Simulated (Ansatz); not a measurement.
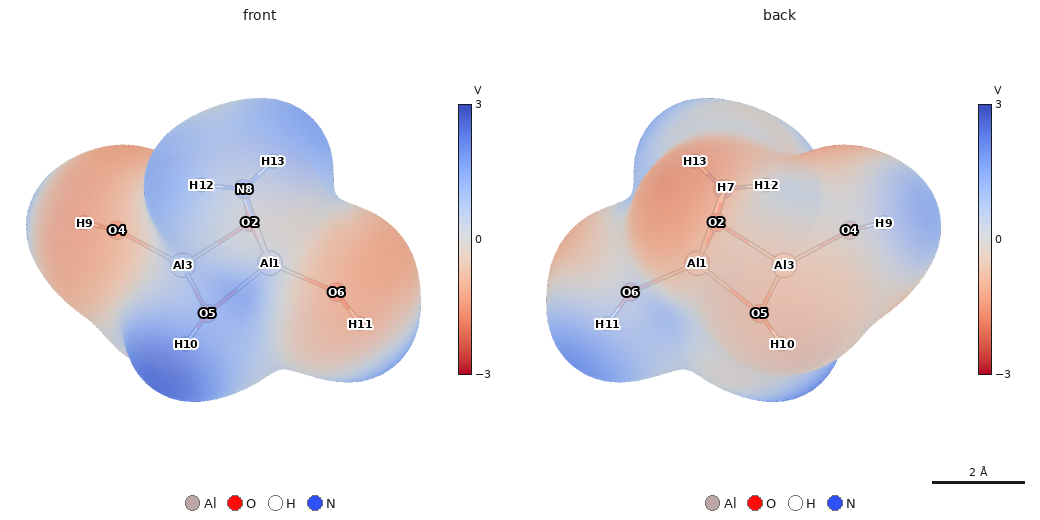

The picture shows: Al₂H₆NO₄ (doublet). The molecular electrostatic potential painted on the density surface at 0.001 e/bohr³, seen from the front and from behind; the colour scale runs from red (negative) to blue (positive).

A transition-state structure; geometry: PBE0-D4/def2-TZVP.

All numbers below come from UKS PBE0-D4/def2-TZVPP in Ansatz 0.2.0.

```xyz
13

Al   -0.3817    0.9462    0.2389
O    -0.3312   -0.5165    1.2819
Al   -0.9768   -1.6871    0.0821
O     0.2809   -2.5379   -0.7386
O    -1.1688   -0.0946   -0.9974
O    -0.9355    2.5213    0.4982
H     0.8485   -0.2028    1.0519
N     1.4904    0.6983    0.3083
H     0.2824   -3.4921   -0.7814
H    -1.3589   -0.0074   -1.9300
H    -1.8374    2.7690    0.6850
H     1.9794    0.2395   -0.4488
H     2.1087    1.3642    0.7499
```

Which sites attract a positive test charge, and which a negative one?

A positive charge is drawn to the negative regions and a negative charge to the positive ones. The most negative region (about −1.4 V) lies over O2, the most positive (about +2.4 V) over H10. O2 is the likeliest acceptor of a hydrogen bond.
